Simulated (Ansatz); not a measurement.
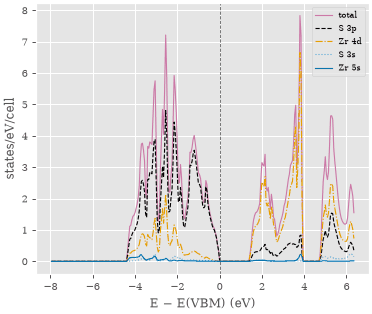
Figure: Total and projected density of states of ZrS2 (CdI2 type, P-3m1), DFT-r²SCAN in the program Ansatz with PAW potentials

Task: Which orbitals carry the states next to the gap?

Result: Top 1 eV of the valence band: S 3p 92 %, Zr 4d 5 %. Bottom 1 eV of the conduction band: Zr 4d 77 %, S 3p 17 %. Projections are on Löwdin-orthogonalised atomic valence shells; empty p or d shells of many metals are not among them.

Task: Where is the tallest occupied peak in this window, and what makes it?

Result: Near -2.6 eV, about 7.2 states/eV per cell; the largest projected share is S 3p.

Symmetry was held in the r²SCAN relaxation. The run is not spin-polarised. A crystal of weakly bound layers computed without a dispersion correction: the cell and the soft elastic constants depend strongly on that. Scalar-relativistic: spin–orbit coupling is off unless named, which matters more the heavier the elements.

Potentials: the later of the program's two PAW sets.
